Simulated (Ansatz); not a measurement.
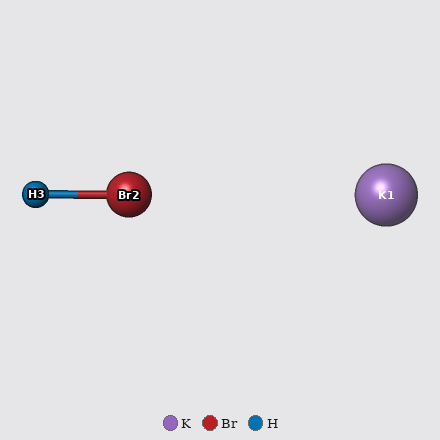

The system is K⁺ + BrH; the picture shows the reference structure. 
- The first coordinate is: distance K1–Br2; the second: distance Br2–H3.
- Nothing is relaxed (the angle K1–Br2–H3 is fixed at 180 degrees).
- Grid: 17 × 17 points.
- Points are written as (first, second).
- All energies are given in eV relative to K with charge +1 far from the relaxed BrH (each part in its own basis).
- The reference is spin-restricted, so regions where a bond is pulled apart into radicals lie too high.
- Computed with RKS PBE0-D4/def2-TZVPD in Ansatz 0.2.0.

Its coordinates:

```yaml
atoms:
  - { symbol: K, position_ang: [-3.9600, 0.0000, 0.0000] }
  - { symbol: Br, position_ang: [0.0000, 0.0000, 0.0000] }
  - { symbol: H, position_ang: [1.4350, 0.0000, 0.0000] }
```

Range: distance K1–Br2 from 2.584 to 4.584 Å; distance Br2–H3 from 1.208 to 3.208 Å.

What landscape does the calculation give?

The lowest grid point is at (3.960 Å, 1.435 Å), −0.14 eV from K with charge +1 far from the relaxed BrH (each part in its own basis). The highest grid point, (2.584 Å, 3.208 Å), lies 5.43 eV above the lowest.

```csv
"distance Br2–H3 ↓, distance K1–Br2 →",2.584,2.718,2.914,3.143,3.396,3.670,3.960,4.265,4.584
3.047,5.06,4.84,4.68,4.62,4.62,4.65,4.67,4.71,4.75
2.735,4.49,4.26,4.10,4.03,4.03,4.05,4.07,4.10,4.14
2.437,3.72,3.50,3.33,3.26,3.25,3.27,3.28,3.31,3.34
2.155,2.78,2.56,2.39,2.31,2.30,2.31,2.32,2.34,2.37
1.891,1.75,1.52,1.35,1.28,1.26,1.26,1.26,1.28,1.30
1.649,0.83,0.60,0.42,0.34,0.32,0.32,0.32,0.34,0.36
1.435,0.38,0.15,−0.03,−0.11,−0.13,−0.14,−0.14,−0.13,−0.11
1.262,0.83,0.59,0.41,0.33,0.30,0.30,0.29,0.31,0.33
```

The table holds every second grid line.

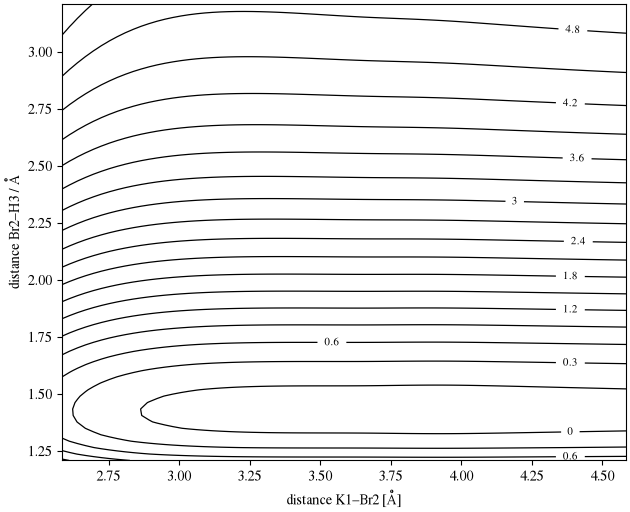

Drawn: contour lines labelled in eV. Between grid points the surface is interpolated.

Each point was launched as `ansatz run input.yaml --threads 1 --pin off --max-ram 2560MiB --backend cpu --events-out ev --progress --plain --runs-dir out`. Time for the 289 points that were run: 18 min on 1 thread of Arm Neoverse V2, on a shared host.
